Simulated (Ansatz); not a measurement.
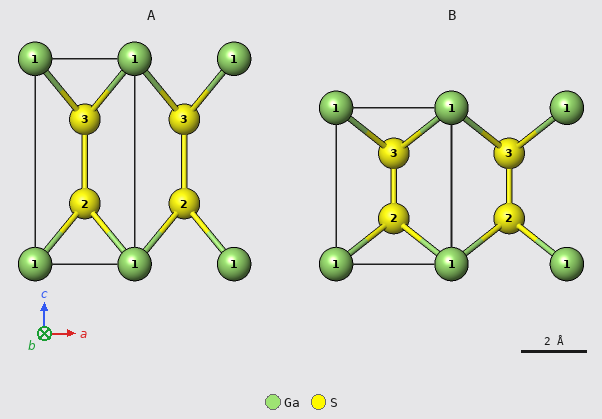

Two geometries of solid GaS2 (a generated structure, set up in P4/mmm) (coarse preliminary run), drawn at one scale. One is the start of a relaxation, the other its converged end. The picture is a ball-and-stick view of the cell of the calculation, repeated 2 × 1 × 1 with one cell outlined, seen along the b axis.

Computed with Ansatz 0.2.0, DFT PBE, scalar-relativistic, plane waves, PAW. Settings: plane-wave cutoff 420 eV; k-point mesh 6 × 6 × 4; occupations gaussian; smearing width 0.1 eV; no spin polarisation; cell and atoms relaxed; force threshold 0.04 eV/Å; at most 70 steps.

**Which geometry has the lower energy?**

Structure B is the relaxed one. The largest moves relative to the cell, 0.016 Å, are those of S2 and S3. S3 goes along +c. Ga stays in place. The drawn cell changes as follows: a = b 3.103 → 3.598 Å (+15.9 %), c 6.403 → 4.875 Å (−23.9 %); the volume changes by +2.4 %. Near-neighbour distances that change, for instance: S2–S3 3.778 → 2.845 Å, S2–S3 (another image) 2.625 → 2.030 Å, Ga1–S2 2.895 → 2.915 Å. The space group stays P4/mmm (No. 123). After 10 accepted moves (13 points after the start) the energy has fallen by 1.358 eV per cell of the calculation. Largest force component: 0.07 eV/Å at the start, 0.0048 eV/Å at the end. Pressure: −4.84 GPa at the start and 0.13 GPa at the end. The line search rejected the trial step at point 8 of the run. The SCF was repeated twice at an unchanged geometry on a basis and grid sized afresh for the cell, which shifted the energy by 12.9 meV per cell of the calculation at most. Cost: 25 s on 1 thread of Intel(R) Xeon(R) Platinum 8488C (Sapphire Rapids), on a shared host, peak memory 0.39 GiB.
